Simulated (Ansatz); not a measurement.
**BHBr (SMILES [BH]Br) at UHSE06/STO-3G**

Aim: the vertical ionisation energy of BHBr at UHSE06/STO-3G, from 2 runs. 

The results are computed with Ansatz 0.2.0.

50 further runs of the same task are left out: 6 that didn't finish, 44 set aside as unsound or not needed.

### 1 The system as given

BHBr: 3 atoms, total charge 0, spin state doublet. As SMILES, `[BH]Br`. Geometry: relaxed at PBE0-D4/def2-TZVP.

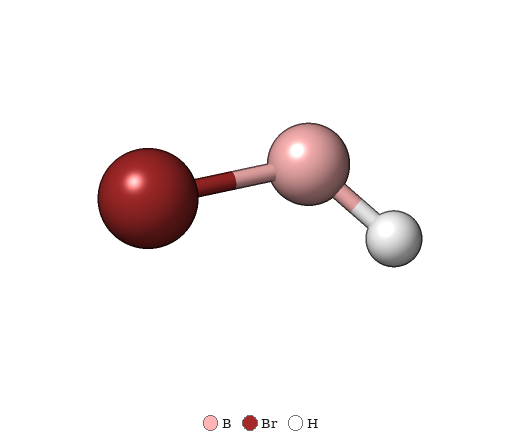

Viewed from a chosen angle; boron pink, bromine red, hydrogen white.

### 2 The energy at UHSE06/STO-3G

Contents of input.yaml:

```yaml
crystal:
  periodic: [false, false, false]
  atoms:
    - {symbol: B, position_ang: [-0.094500, -0.523000, -0.115700]}
    - {symbol: Br, position_ang: [1.181000, 0.563200, 0.709800]}
    - {symbol: H, position_ang: [-1.097400, -0.105000, -0.607300]}
basis:
  gaussian:
    orbitals: STO-3G
magnetization:
  spin_polarized: true
  initial_magnetization: 1
hamiltonian:
  xc: hse06
accuracy: high
```

Launch:

```console
ansatz run input.yaml --threads 1 --pin off --max-ram 2610MiB --events-out events.jsonl --progress --plain --runs-dir runs
```

What it wrote:

```text
Warning: RAYON_NUM_THREADS=1 ignored (pool sized by the plan → 1); use --threads N
Functional definition: HSE06
  name "HSE06"
  parameter a = 0.25
  parameter omega = 0.11/bohr
  exchange = pbe_x - a*pbe_x_sr(omega) + a*exact_x_sr(omega)
  correlation = pbe_c
321 factors; integrals over basis functions are off by at most 9.4e-9 eV
46 factors; integrals over basis functions are off by at most 1.0e-9 eV
mean field evaluation 1: about -69955.0114 eV, gradient 4.9e0 eV
mean field evaluation 2: about -69955.1700 eV, gradient 4.2e0 eV
mean field evaluation 4: about -69955.3242 eV, gradient 1.6e-1 eV
mean field evaluation 8: about -69955.3105 eV, gradient 7.5e-4 eV
mean field evaluation 16: about -69955.3105 eV, gradient 8.3e-9 eV
mean field -69955.31053784 eV, -2570.8102448531 hartree, gradient 8.3e-9 eV, S^2 0.753401; 0 other end points of the search recorded, 0 dependent functions left out
reference -69955.31053931 eV, -2570.8102449072 hartree; 21, 20 occupied and 3, 4 virtual orbitals, 321 factors
Total energy: -69955.31053931 eV, -2570.8102449072 hartree
```

It took 2.1 s on 1 thread of Arm Neoverse V1, shared host; peak memory 0.12 GiB.

### 3 The singlet cation at the same level

Contents of run.yaml:

```yaml
crystal:
  periodic: [false, false, false]
  atoms:
    - {symbol: B, position_ang: [-0.094500, -0.523000, -0.115700]}
    - {symbol: Br, position_ang: [1.181000, 0.563200, 0.709800]}
    - {symbol: H, position_ang: [-1.097400, -0.105000, -0.607300]}
basis:
  gaussian:
    orbitals: STO-3G
total_charge: 1
hamiltonian:
  xc: hse06
accuracy: high
```

Launch:

```console
ansatz run run.yaml --threads 1 --pin off --max-ram 2610MiB --events-out events.jsonl --progress --plain --runs-dir runs
```

What it wrote (excerpt; [...] marks lines left out):

```text
Warning: RAYON_NUM_THREADS=1 ignored (pool sized by the plan → 1); use --threads N
[... 6 set-up lines as earlier in the session ...]
320 factors; integrals over basis functions are off by at most 9.4e-9 eV
46 factors; integrals over basis functions are off by at most 1.0e-9 eV
mean field evaluation 1: about -69946.0462 eV, gradient 2.2e1 eV
mean field evaluation 2: about -69904.0135 eV, gradient 1.1e2 eV
mean field evaluation 4: about -69948.5089 eV, gradient 1.4e0 eV
mean field evaluation 8: about -69948.4865 eV, gradient 5.0e-2 eV
mean field evaluation 16: about -69948.4866 eV, gradient 5.4e-9 eV
mean field -69948.48655451 eV, -2570.5594680910 hartree, gradient 4.9e-9 eV, S^2 0.000000; 0 other end points of the search recorded, 0 dependent functions left out
reference -69948.48655594 eV, -2570.5594681439 hartree; 20, 20 occupied and 4, 4 virtual orbitals, 320 factors
Total energy: -69948.48655594 eV, -2570.5594681439 hartree
```

Wall time 1.1 s (1 thread of Arm Neoverse V1, shared host).

### 4 Outcome

At UHSE06/STO-3G:

| quantity | value |
| --- | --- |
| doublet BHBr: total energy | -2570.81024 Eh |
| doublet BHBr: ⟨S²⟩ | 0.753 |
| singlet cation: total energy | -2570.55947 Eh |
| vertical ionisation energy (to the singlet cation) | 6.824 eV |

Removing an electron at fixed nuclei costs 6.82 eV (658 kJ/mol). Only the singlet of the ionised species was computed; a triplet could lie lower. In a minimal basis such a difference can be off by several eV, whatever the method.
